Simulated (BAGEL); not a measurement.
**SiHCl2F (SMILES F[SiH](Cl)Cl): a chain of runs**

We compute a single-point energy (HF/def2-SVP), then the energy (NEVPT2(2,2)/def2-SVP), then a single-point energy (CASPT2(2,2)/def2-SVP) of SiHCl2F. 

The results are computed with BAGEL 1.2.2.

2 further runs of the same task are left out: 2 set aside as unsound or not needed.

## Step 1: The molecule

SiHCl2F has 5 atoms, charge 0, and is taken as a singlet. SMILES: `F[SiH](Cl)Cl`. The Si2–Cl4 distance was set to 3.238 Å, away from the relaxed value. At this shape a bond of the SMILES string is far longer than usual.

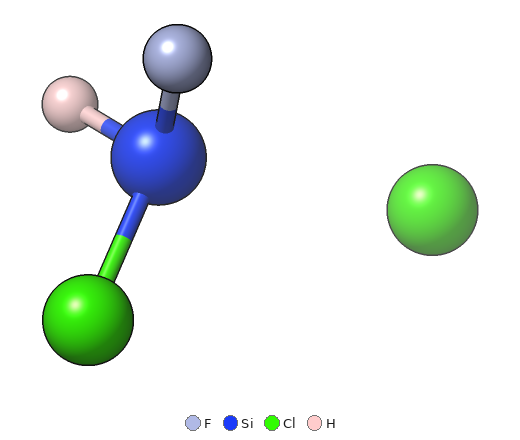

The structure, seen from a chosen angle (fluorine light blue, silicon blue, chlorine green, hydrogen pink).

## Step 2: The energy at HF/def2-SVP (density fitting with svp-jkfit) (run 1)

File hf.json:

```json
{ "bagel" : [

{
  "title" : "molecule",
  "basis" : "svp",
  "df_basis" : "svp-jkfit",
  "geometry" : [
    { "atom" : "F", "xyz" : [  1.43728790, -0.08794218,  4.16559889 ] },
    { "atom" : "Si", "xyz" : [  1.58884393,  1.11071110,  1.43286594 ] },
    { "atom" : "Cl", "xyz" : [  0.40285182,  4.74030806,  1.64205862 ] },
    { "atom" : "Cl", "xyz" : [ -2.06509271, -2.09513935, -2.28335608 ] },
    { "atom" : "H", "xyz" : [  4.21102790,  1.00167390,  0.53864753 ] }
  ]
},
{
  "title" : "hf",
  "charge" : 0
},
{
  "title" : "print",
  "file" : "orbitals.molden",
  "orbitals" : true
}

]}
```

Command:

```console
$ BAGEL_NUM_THREADS=1 BAGEL hf.json > hf.out
```

The log of the run:

```text
* using 1 threads per process

  ===============================================================
  ===============================================================

  *** Geometry ***

  { "atom" : "F", "xyz" : [      1.437288,     -0.087942,      4.165599 ] },
  { "atom" : "Si", "xyz" : [      1.588844,      1.110711,      1.432866 ] },
  { "atom" : "Cl", "xyz" : [      0.402852,      4.740308,      1.642059 ] },
  { "atom" : "Cl", "xyz" : [     -2.065093,     -2.095139,     -2.283356 ] },
  { "atom" : "H", "xyz" : [      4.211028,      1.001674,      0.538648 ] },

  Number of auxiliary basis functions:      479

  Since a DF basis is specified, we compute 2- and 3-index integrals:
    o Being stored without compression. Storage requirement is 0.020 GB

  Number of basis functions:       73
  Number of electrons      :       58

    * METHOD: MOLECULE                             0.21

  *** RHF ***

  === Nuclear Repulsion ===
   238.3315081712

      * DIIS with orbital gradients will be used.

  === RHF iteration (svp) ===
      0      -1307.28428358          0.01910006           0.09
      1      -1307.42242821          0.01333051           0.09
      2      -1307.50735391          0.00106851           0.08
      3      -1307.50891899          0.00027195           0.08
      4      -1307.50904983          0.00009392           0.08
      5      -1307.50906368          0.00002970           0.09
      6      -1307.50906532          0.00001080           0.08
      7      -1307.50906547          0.00000234           0.08
      8      -1307.50906548          0.00000088           0.08
      9      -1307.50906548          0.00000043           0.08
     10      -1307.50906548          0.00000025           0.08
     11      -1307.50906548          0.00000013           0.08
     12      -1307.50906548          0.00000005           0.08
     13      -1307.50906548          0.00000002           0.08
     14      -1307.50906548          0.00000001           0.08
    * SCF iteration converged.

    * Permanent dipole moment:
           (   -1.646087,    -1.297592,    -0.936293) a.u.

    * METHOD: HF                                   1.45

    * METHOD: PRINT                                0.01

  ===============================================================
```

It took 1.8 s on 1 thread of Arm Neoverse V1, shared host; peak memory 0.15 GiB.

## Step 3: The energy at NEVPT2(2,2)/def2-SVP (density fitting with svp-jkfit) (run 2)

File nevpt2.json:

```json
{ "bagel": [

{
  "title": "molecule",
  "basis": "svp",
  "df_basis": "svp-jkfit",
  "geometry": [
    { "atom": "F", "xyz": [     1.43728790,    -0.08794218,     4.16559889 ] },
    { "atom": "Si", "xyz": [     1.58884393,     1.11071110,     1.43286594 ] },
    { "atom": "Cl", "xyz": [     0.40285182,     4.74030806,     1.64205862 ] },
    { "atom": "Cl", "xyz": [    -2.06509271,    -2.09513935,    -2.28335608 ] },
    { "atom": "H", "xyz": [     4.21102790,     1.00167390,     0.53864753 ] }
  ]
},

{
  "title": "hf"
},

{
  "title": "nevpt2",
  "nstate": 1,
  "nact": 2,
  "nclosed": 28,
  "active": [29, 30],
  "maxiter": 200,
  "natocc": "true",
  "ncore": 16
},

{
  "title": "print",
  "file": "orbitals.molden",
  "orbitals": "true"
}

]}
```

Command:

```console
$ BAGEL_NUM_THREADS=1 BAGEL nevpt2.json > nevpt2.out
```

The log of the run:

```text
* using 1 threads per process

  ===============================================================
  ===============================================================

  *** Geometry ***

  { "atom" : "F", "xyz" : [      1.437288,     -0.087942,      4.165599 ] },
  { "atom" : "Si", "xyz" : [      1.588844,      1.110711,      1.432866 ] },
  { "atom" : "Cl", "xyz" : [      0.402852,      4.740308,      1.642059 ] },
  { "atom" : "Cl", "xyz" : [     -2.065093,     -2.095139,     -2.283356 ] },
  { "atom" : "H", "xyz" : [      4.211028,      1.001674,      0.538648 ] },

  Number of auxiliary basis functions:      479

  Since a DF basis is specified, we compute 2- and 3-index integrals:
    o Being stored without compression. Storage requirement is 0.020 GB

  Number of basis functions:       73
  Number of electrons      :       58

    * METHOD: MOLECULE                             0.21

  *** RHF ***

  === Nuclear Repulsion ===
   238.3315081712

      * DIIS with orbital gradients will be used.

  === RHF iteration (svp) ===
      0      -1307.28428358          0.01910006           0.09
      1      -1307.42242821          0.01333051           0.09
      2      -1307.50735391          0.00106851           0.09
      3      -1307.50891899          0.00027195           0.09
      4      -1307.50904983          0.00009392           0.08
      5      -1307.50906368          0.00002970           0.09
[... 7 lines of this table left out ...]
     13      -1307.50906548          0.00000002           0.09
     14      -1307.50906548          0.00000001           0.09
    * SCF iteration converged.

    * Permanent dipole moment:
           (   -1.646087,    -1.297592,    -0.936293) a.u.

    * METHOD: HF                                   1.46

    * freezing 16 orbitals
  ---------------------------
      CASSCF calculation
  ---------------------------

    ==== Active orbitals : =====
         Orbital 29
         Orbital 30
    ============================

    * nstate   :      1
    * nclosed  :     28
    * nact     :      2
    * nvirt    :     43
  === CASSCF iteration (svp) ===

    * Using the second-order algorithm

      0  0     -1307.53298973     4.98e-03      0.02

      1  0     -1307.54574981     1.14e-03      0.45

      2  0     -1307.54657801     5.77e-04      0.46

[... 19 lines of this table left out ...]

     13  0     -1307.54667646     3.63e-09      0.33

    * Second-order optimization converged. *

     guess   0:   closed 1.                   open ..

  === FCI iteration ===

      0  0     -1307.49865320     7.04e-02      0.00
      1  0     -1307.53761506     2.30e-02      0.00
      2  0 *   -1307.54667646     2.30e-16      0.00

     * ci vector, state   0, <S^2> = 0.0000
       2.     0.9415884868
       .2    -0.3367656775

  === DF-NEVPT2 calculation ===

    * 3-index integral transformation done
    * assembly done

      NEVPT2 correlation energy:   -0.5175895167      0.10

          (+0)     -0.4358007876
          (+0)'    -0.0167788285
          (+1)     -0.0224826861
          (+1)'    -0.0000000000
          (+2)     -0.0006967226
          (-1)     -0.0396599546
          (-1)'     0.0000000000
          (-2)     -0.0021705373

      NEVPT2 total energy:       -1308.0642659786

    * METHOD: NEVPT2                               6.29

    * METHOD: PRINT                                0.01

  ===============================================================
```

It took 8.4 s on 1 thread of Arm Neoverse V1, shared host; peak memory 0.15 GiB.

## Step 4: The energy at CASPT2(2,2)/def2-SVP (density fitting with svp-jkfit) (run 3)

File input.json:

```json
{ "bagel": [

{
  "title": "molecule",
  "basis": "svp",
  "df_basis": "svp-jkfit",
  "angstrom": "false",
  "geometry": [
    { "atom": "F", "xyz": [     1.43728790,    -0.08794218,     4.16559889 ] },
    { "atom": "Si", "xyz": [     1.58884393,     1.11071110,     1.43286594 ] },
    { "atom": "Cl", "xyz": [     0.40285182,     4.74030806,     1.64205862 ] },
    { "atom": "Cl", "xyz": [    -2.06509271,    -2.09513935,    -2.28335608 ] },
    { "atom": "H", "xyz": [     4.21102790,     1.00167390,     0.53864753 ] }
  ]
},

{ "title": "hf" },

{ "title": "casscf", "nstate": 1, "nact": 2, "nclosed": 28, "active": [29, 30], "maxiter": 200, "natocc": "true" },

{ "title": "print", "file": "orbitals.molden", "orbitals": "true" },

{ "title": "smith", "method": "caspt2", "ms": "true", "xms": "true", "sssr": "true", "shift": 0.2, "shift_imag": "true", "ncore": 16 }

]}
```

Command:

```console
$ BAGEL_NUM_THREADS=1 BAGEL input.json > input.out
```

The log of the run:

```text
* using 1 threads per process

  ===============================================================
  ===============================================================

  *** Geometry ***

  { "atom" : "F", "xyz" : [      1.437288,     -0.087942,      4.165599 ] },
  { "atom" : "Si", "xyz" : [      1.588844,      1.110711,      1.432866 ] },
  { "atom" : "Cl", "xyz" : [      0.402852,      4.740308,      1.642059 ] },
  { "atom" : "Cl", "xyz" : [     -2.065093,     -2.095139,     -2.283356 ] },
  { "atom" : "H", "xyz" : [      4.211028,      1.001674,      0.538648 ] },

  Number of auxiliary basis functions:      479

  Since a DF basis is specified, we compute 2- and 3-index integrals:
    o Being stored without compression. Storage requirement is 0.020 GB

  Number of basis functions:       73
  Number of electrons      :       58

    * METHOD: MOLECULE                             0.21

  *** RHF ***

  === Nuclear Repulsion ===
   238.3315081712

      * DIIS with orbital gradients will be used.

[... 6 lines left out ...]
    * SCF iteration converged.
[... 1 line left out ...]
    * Permanent dipole moment:
[... 27 lines left out ...]
    * Second-order optimization converged. *
[... 9 lines left out ...]
     * ci vector, state   0, <S^2> = 0.0000
[... 16 lines left out ...]
    * Zeroth order energy : state  0       -0.6771511542

    * CASPT2 iteration is performed using orthogonal basis

      -------------------------------------------  CASPT2 iteration  ---------------------------------------------------
       #      aibj      arbs      arbi      airj      risj      airs      arst      rist         Etot      error   time
      ------------------------------------------------------------------------------------------------------------------

       0  -0.43460  -0.00262  -0.04115  -0.02396  -0.00098  -0.01580  -0.00000  -0.00000   -0.5191096  0.0007717   0.05
       1  -0.43464  -0.00262  -0.04119  -0.02402  -0.00100  -0.01588  -0.00000  -0.00000   -0.5193545  0.0000690   0.05
       2  -0.43464  -0.00262  -0.04118  -0.02403  -0.00100  -0.01588  -0.00000  -0.00000   -0.5193567  0.0000087   0.05
       3  -0.43464  -0.00262  -0.04118  -0.02403  -0.00100  -0.01588   0.00000  -0.00000   -0.5193568  0.0000012   0.06
       4  -0.43464  -0.00262  -0.04118  -0.02403  -0.00100  -0.01588   0.00000  -0.00000   -0.5193568  0.0000001   0.06

      ------------------------------------------------------------------------------------------------------------------

    * CASPT2 energy : state  0    -1308.0684225451
        w/o shift correction      -1308.0660332371
        reference weight              0.8611223363

    * METHOD: SMITH                                0.49

  ===============================================================
```

It took 8.4 s on 1 thread of Arm Neoverse V1, shared host; peak memory 0.15 GiB.

## Step 5: What came out

```
                                 quantity           value
         run 1, HF/def2-SVP: total energy  -1307.50907 Eh
        run 1, HF/def2-SVP: dipole moment          5.83 D
          run 1, HF/def2-SVP: HOMO energy       -10.35 eV
          run 1, HF/def2-SVP: LUMO energy        -1.34 eV
        run 1, HF/def2-SVP: HOMO–LUMO gap         9.01 eV
run 2, NEVPT2(2,2)/def2-SVP: total energy  -1308.06427 Eh
run 3, CASPT2(2,2)/def2-SVP: total energy  -1308.06842 Eh
```

What this shows: One bond (run 1, HF/def2-SVP) is far stretched, which a spin-restricted single reference describes badly; a broken-symmetry solution may lie lower.
